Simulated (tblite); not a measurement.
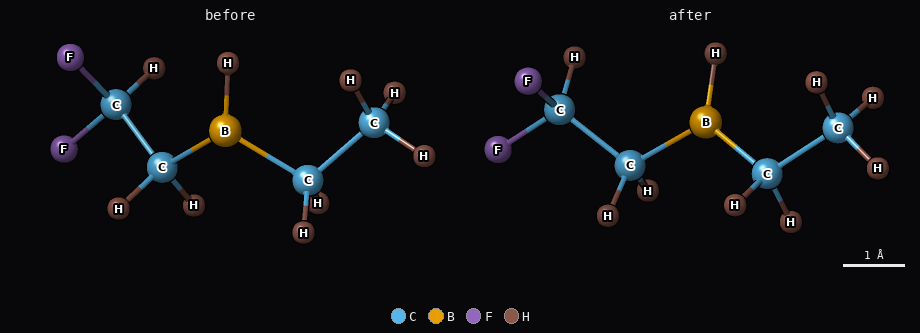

The structure of C4H9BF2 before (left) and after (right) a relaxation, at one scale.

A ball-and-stick model, seen from a free direction.

Theory: GFN2-xTB geometry optimisation, gas phase (tblite 0.8.0). 

Question: What changed between the two?

Answer: The atom that moves furthest after the best rigid fit is an H atom (1.33 Å). Largest moves by element: H 1.33 Å, B 0.82 Å, F 0.62 Å, C 0.37 Å. Among the contacts that change: C–F 1.407 → 1.362 Å, C–H 1.131 → 1.092 Å, B–C 1.600 → 1.570 Å, C–F 1.385 → 1.358 Å. Among the angles between lasting bonds that change: C–C–B 108.0° → 116.3°, C–C–F 104.7° → 111.3°, C–B–C 113.2° → 119.2°. Groups turn about B–C by about 50°, C–C by about 25°. Over 113 geometry steps the energy falls by 57.4 kJ/mol. The run took 0.95 s on 1 thread of Arm Neoverse N1 (shared host).
